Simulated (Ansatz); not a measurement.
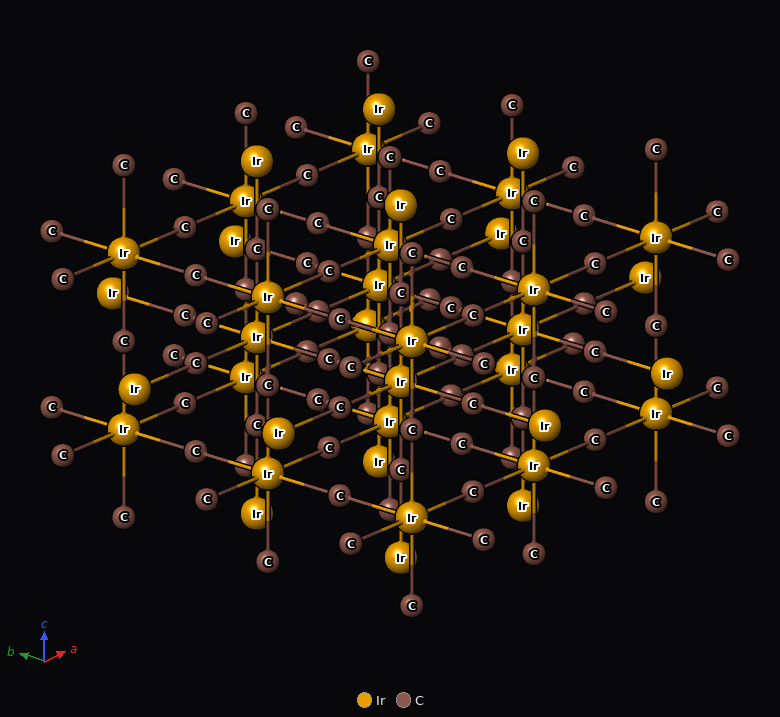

IrC3 (space group Im-3m, No. 229). Coordinates: coordinates from a relaxation with DFT PBE, scalar-relativistic, plane waves, PAW in Ansatz 0.2.0; the starting structure was generated, so it need not be a known form of this composition.

Bonds are taken as C–Ir below 2.3 Å; no other contact counts. Atoms with one bond or none are removed and atoms with two bonds are replaced by edges, until no such atom is left.

What kind of net remains, and which atoms are its nodes?

Answer. A uninodal 6-connected, three-periodic net: Ir is a 6-connected node. C becomes part of the edges.

Does the net have a name?

Answer. It is the pcu net, known from NaCl, ReO3 and the B-X framework of perovskite.

Is the net interpenetrated?

Answer. Two identical nets interpenetrate without a bond between them.

Give the point symbol of each node (shortest cycle at each angle).

Answer. Ir: 4^12.6^3.

Give the first ten terms of the coordination sequence (nodes one, two, three … edges away).

Answer. Ir: 6, 18, 38, 66, 102, 146, 198, 258, 326, 402.

The simplified net, drawn on the atoms' positions. Colours tell the separate nets apart. Edges to nodes outside the piece are drawn as stubs.

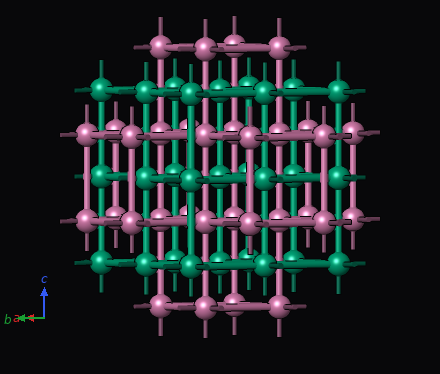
